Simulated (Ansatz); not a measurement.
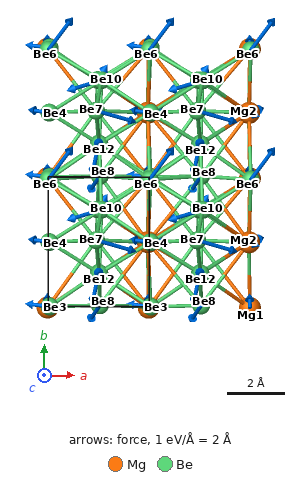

Starting geometry of crystalline MgBe5 (a generated structure, set up in P1) (coarse preliminary run) with the computed forces as blue arrows. The picture is a ball-and-stick view of the cell of the calculation, repeated 2 × 2 × 1 with one cell outlined, seen along the c axis.

Method: DFT PBE, scalar-relativistic, plane waves, PAW in Ansatz 0.2.0.

Input
```yaml
crystal:
  lattice:
    - [-0.0035298858, -0.034294962, 3.5512240032]
    - [4.5435146196, -0.0170338319, -0.0043852349]
    - [-0.0295034624, 7.6493474786, -0.0737943566]
  atoms:
    - { symbol: Mg, position: [-0.0059599774, 0.9912906899, 0.0056162191] }
    - { symbol: Mg, position: [-0.0144387489, 0.4980687267, 0.4999771239] }
    - { symbol: Be, position: [0.0133758612, -0.000927747, 0.3359841849] }
    - { symbol: Be, position: [0.0115871181, 0.4970025212, 0.8355083218] }
    - { symbol: Be, position: [-0.0164278325, 0.4984992512, 0.1704612648] }
    - { symbol: Be, position: [0.0030206277, -0.0176085066, 0.6748907185] }
    - { symbol: Be, position: [0.4739235077, 0.5125148397, 0.0043448008] }
    - { symbol: Be, position: [0.5118612166, 0.0091067984, 0.5036480616] }
    - { symbol: Be, position: [0.4997038665, 0.2589798901, 0.2421278911] }
    - { symbol: Be, position: [0.5255754548, 0.7476395073, 0.7444277989] }
    - { symbol: Be, position: [0.4911152055, 0.749704567, 0.2495340427] }
    - { symbol: Be, position: [0.5066637008, 0.2557294622, 0.7334795719] }
basis:
  ecutwfc: 420
kpoints:
  mp_grid: { grid: [6, 6, 4] }
hamiltonian:
  xc: pbe
scf:
  occupations: { method: gaussian, width: 0.2 }
  lower_state_search: "off"
output:
  forces: true
  stress: true
  eigenvalues: true
relax:
  adjacent_minimum: "off"
  f_tol: 0.025
  max_steps: 60
  cell: { stress_tol: 0.25 }
```

Run as
```bash
ansatz run input.yaml --threads 1 --pin off --max-ram 2048MiB --backend cpu --events-out ev --progress --plain --runs-dir out
```

Is this structure relaxed? If not, where do the atoms go?

It isn't relaxed: the largest force vector, on Be6, is 0.85 eV/Å. The atoms end up moving mostly along the starting forces (cosine between the two patterns 0.89). Over 3 accepted moves (4 points after the start) the energy falls by 26.7 meV per atom. Largest force component: 0.83 eV/Å at the start, 0.0091 eV/Å at the end. Pressure: −1.00 GPa at the start and 0.01 GPa at the end. The SCF was repeated once at an unchanged geometry on a basis and grid sized afresh for the cell, which shifted the energy by less than 0.05 meV per atom at most. The atom that moves furthest relative to the cell is Be12 (0.13 Å along [−1 −1 3]). By element the largest moves are Be 0.13 Å, Mg 0.06 Å. The drawn cell changes as follows: a 3.551 → 3.563 Å (+0.3 %), b 4.544 → 4.443 Å (−2.2 %), c 7.650 → 7.649 Å (0.0 %), α 90.4° → 89.9°, β 91.1° → 90.0°, γ 90.1° → 90.0°; the volume changes by −1.9 %. Near-neighbour distances that change, for instance: Mg1–Be12 3.044 → 2.839 Å, Be7–Be12 2.375 → 2.213 Å, Mg1–Be7 3.006 → 2.848 Å, Mg1–Be10 2.983 → 2.841 Å. The space group (tolerance 0.01 Å) goes from P1 (No. 1) to Cmmm (No. 65). Cost: 92 s on 1 thread of Intel(R) Xeon(R) Platinum 8488C (Sapphire Rapids), on a shared host, peak memory 0.55 GiB.
